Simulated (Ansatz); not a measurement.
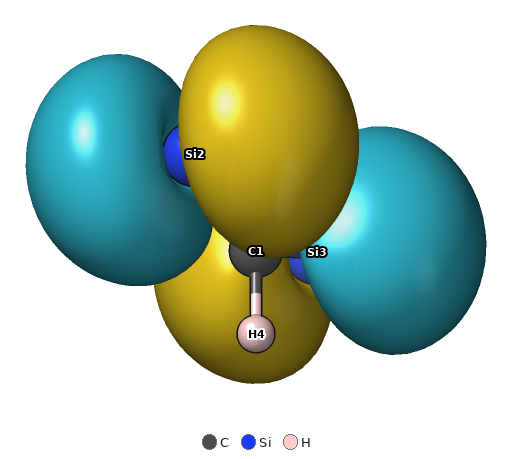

Figure. CHSi2 (charge +1). The LUMO at ±0.08 Å⁻³ᐟ² (yellow and cyan are the two phases), seen at an oblique angle.

Geometry: PBE0-D3(BJ)/def2-SVP.

Theory: isolated molecule in a Gaussian basis; Kohn-Sham density functional theory, functional PBE0 (Ansatz).

The calculation's input:

```
crystal:
  periodic: [false, false, false]
  atoms:
    - {symbol: C, position_ang: [-0.234448, 0.315268, -0.508887]}
    - {symbol: Si, position_ang: [1.252722, 1.040505, 0.089151]}
    - {symbol: Si, position_ang: [-1.966063, 0.567437, -0.326660]}
    - {symbol: H, position_ang: [-0.020422, -0.540072, -1.192042]}
basis:
  gaussian:
    orbitals: def2-TZVPD
total_charge: 1
hamiltonian:
  xc: pbe0
output:
  forces: true
  orbitals: {seedname: orbitals}
```

Run with:

```sh
ansatz run input.yaml --threads 1 --pin off --max-ram 2610MiB --events-out events.jsonl --progress --plain --runs-dir runs
```

Describe this orbital and give its energy.

Answer. Its weight (Hirshfeld) is mainly on Si2 (about 45 %) and Si3 (about 45 %); it changes sign across the molecular plane (π type). Its energy is −8.23 eV.
